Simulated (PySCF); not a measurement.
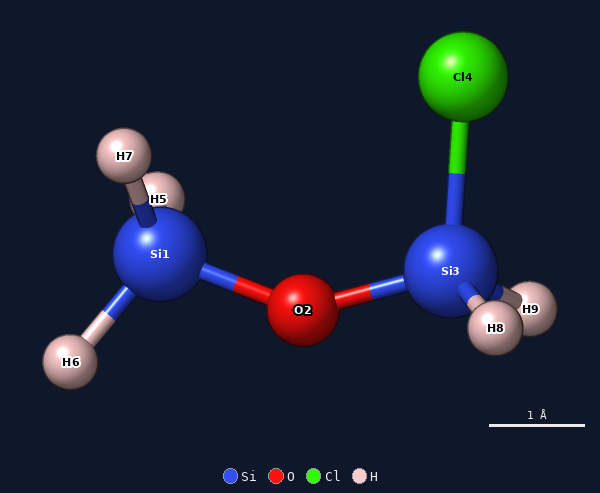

Fig. 1: The input geometry of run 1 (ball-and-stick view, seen at a tilt; atoms are numbered from 1 in the order of the input). Bond lengths as drawn: Cl–Si 2.07 Å, H–Si 1.48 to 1.49 Å and O–Si 1.64 to 1.67 Å.

# Two runs on Si$_{2}$H$_{5}$ClO

System: Si$_{2}$H$_{5}$ClO, SMILES [SiH3]O[SiH2]Cl.
Method of run 1: GIAO PBE0/6-31G* NMR shielding, non-relativistic, gas phase (PySCF 2.14.0).

The geometry comes from this level: PBE0-D3(BJ)/def2-SVP. Text and figures count atoms from 1; the logs count them from 0 in places.

## Input file, run 1
```
{"job": {"kind": "nmr", "xc": "PBE0", "basis": "6-31G*", "pop": true}, "charge": 0, "multiplicity": 1}
Si    -1.556564     0.227042     0.027976
O     -0.110852    -0.598900     0.118371
Si     1.519481    -0.450910    -0.010006
Cl     2.015288     1.555159    -0.126443
H     -1.803738     0.675305    -1.373661
H     -2.632103    -0.709667     0.453744
H     -1.529673     1.413236     0.931692
H      2.166788    -1.017070     1.199207
H      1.994557    -1.109163    -1.253323
```

The first line tells a small driver script what to run in PySCF; the rest is the geometry in Å.

Launched with:
```bash
OMP_NUM_THREADS=1 python <driver script> task.json out
```

Hardware: 1 CPU thread, shared host.

## Output (run 1)
```
coarse grid: 9064 points
cycle   1  E = -1116.9409884586  dE =  1.802e-01  |g| = 7.076e-01  |ddm| = 2.632e+00
cycle   2  E = -1116.7621288528  dE =  1.789e-01  |g| = 1.185e+00  |ddm| = 1.439e+00
cycle   3  E = -1117.0383999678  dE = -2.763e-01  |g| = 9.210e-02  |ddm| = 9.648e-01
cycle   4  E = -1117.0405229927  dE = -2.123e-03  |g| = 3.239e-02  |ddm| = 1.556e-01
cycle   5  E = -1117.0408542038  dE = -3.312e-04  |g| = 3.775e-03  |ddm| = 4.631e-02
cycle   6  E = -1117.0408586851  dE = -4.481e-06  |g| = 5.681e-04  |ddm| = 5.422e-03
final grid: 73672 points
cycle   7  E = -1116.9898236427  dE = -1.441e-06  |g| = 4.818e-03  |ddm| = 8.059e-03
cycle   8  E = -1116.9898160681  dE =  7.575e-06  |g| = 7.899e-03  |ddm| = 9.212e-03
cycle   9  E = -1116.9898281607  dE = -1.209e-05  |g| = 2.326e-04  |ddm| = 5.700e-03
cycle  10  E = -1116.9898281756  dE = -1.488e-08  |g| = 4.100e-05  |ddm| = 3.431e-04
cycle  11  E = -1116.9898281761  dE = -5.346e-10  |g| = 1.134e-05  |ddm| = 6.790e-05
converged SCF energy = -1116.9898281761

GIAO shielding tensors (ppm)
atom      isotropic    diamagn.    paramagn.     s11        s22        s33       span
  0 Si     426.431     879.711    -453.279    393.245    398.066    487.983     94.738
  1 O      295.596     394.013     -98.417    244.648    278.622    363.517    118.869
  2 Si     414.048     878.941    -464.893    398.451    401.536    442.157     43.706
  3 Cl     925.849    1148.614    -222.766    763.321    978.081   1036.144    272.823
  4 H       26.639      29.133      -2.494     23.328     25.155     31.436      8.108
  5 H       26.772      28.509      -1.737     23.517     25.053     31.747      8.229
  6 H       26.574      29.277      -2.703     23.030     25.655     31.038      8.008
  7 H       26.357      28.003      -1.646     22.580     24.549     31.942      9.361
  8 H       26.322      28.146      -1.824     22.550     24.544     31.872      9.323
```

The input of run 2 differs as follows (lines with − go, lines with + come):
```diff
-"basis": "6-31G*"
+"basis": "6-31G"
```

Predict how the results change.

The total energy of run 2 is 86.4 kcal/mol higher, which measures the change of basis and not a stability. The HOMO goes from −8.69 to −8.61 eV. The LUMO goes from 0.14 to 0.06 eV. The dipole moment goes from 1.23 to 1.44 D. Of all shieldings, the largest change is that of O2, by +28.7 ppm. The SCF takes 12 iterations against 11. The basis functions go from 78 to 58.

## Output (run 2)
```
coarse grid: 9064 points
cycle   1  E = -1116.7854604363  dE =  3.309e-01  |g| = 7.392e-01  |ddm| = 2.683e+00
cycle   2  E = -1116.5640324622  dE =  2.214e-01  |g| = 1.295e+00  |ddm| = 1.849e+00
cycle   3  E = -1116.8989760317  dE = -3.349e-01  |g| = 1.204e-01  |ddm| = 1.269e+00
cycle   4  E = -1116.9033177412  dE = -4.342e-03  |g| = 3.349e-02  |ddm| = 2.280e-01
cycle   5  E = -1116.9036761868  dE = -3.584e-04  |g| = 5.277e-03  |ddm| = 5.499e-02
cycle   6  E = -1116.9036868445  dE = -1.066e-05  |g| = 3.873e-04  |ddm| = 9.720e-03
cycle   7  E = -1116.9036869021  dE = -5.754e-08  |g| = 6.768e-05  |ddm| = 8.520e-04
final grid: 73672 points
cycle   8  E = -1116.8521547092  dE =  5.629e-08  |g| = 4.624e-03  |ddm| = 8.105e-03
cycle   9  E = -1116.8521468330  dE =  7.876e-06  |g| = 7.844e-03  |ddm| = 9.965e-03
cycle  10  E = -1116.8521588786  dE = -1.205e-05  |g| = 2.074e-04  |ddm| = 6.453e-03
cycle  11  E = -1116.8521588922  dE = -1.360e-08  |g| = 3.157e-05  |ddm| = 3.578e-04
cycle  12  E = -1116.8521588925  dE = -3.315e-10  |g| = 1.056e-05  |ddm| = 6.770e-05
converged SCF energy = -1116.8521588925

GIAO shielding tensors (ppm)
atom      isotropic    diamagn.    paramagn.     s11        s22        s33       span
  0 Si     449.553     878.179    -428.626    407.815    413.286    527.558    119.742
  1 O      324.334     406.486     -82.152    226.129    320.779    426.093    199.963
  2 Si     423.344     877.754    -454.410    387.467    415.055    467.510     80.043
  3 Cl     946.778    1148.076    -201.298    772.242    989.209   1078.882    306.640
  4 H       27.333      28.375      -1.042     23.117     25.799     33.083      9.967
  5 H       27.296      28.273      -0.977     23.062     25.574     33.253     10.191
  6 H       27.293      28.390      -1.097     22.935     26.263     32.681      9.747
  7 H       26.801      27.859      -1.058     22.198     24.606     33.600     11.401
  8 H       26.797      27.872      -1.075     22.180     24.622     33.589     11.410
```

## The two runs side by side

| quantity | run 1 | run 2 |
| --- | --- | --- |
| outcome | converged | converged |
| total energy (hartree) | −1116.989828 | −1116.852159 |
| HOMO (eV) | −8.69 | −8.61 |
| LUMO (eV) | 0.14 | 0.06 |
| dipole moment (D) | 1.23 | 1.44 |
| shielding of Si1 (ppm) | 426.4 | 449.6 |
| shielding of O2 (ppm) | 295.6 | 324.3 |
| shielding of Si3 (ppm) | 414.0 | 423.3 |
| shielding of Cl4 (ppm) | 925.8 | 946.8 |
| shielding of H5 (ppm) | 26.6 | 27.3 |
| shielding of H6 (ppm) | 26.8 | 27.3 |
| shielding of H7 (ppm) | 26.6 | 27.3 |
| SCF iterations | 11 | 12 |
| basis functions | 78 | 58 |
| wall time (shared host) | 5 s | 4 s |
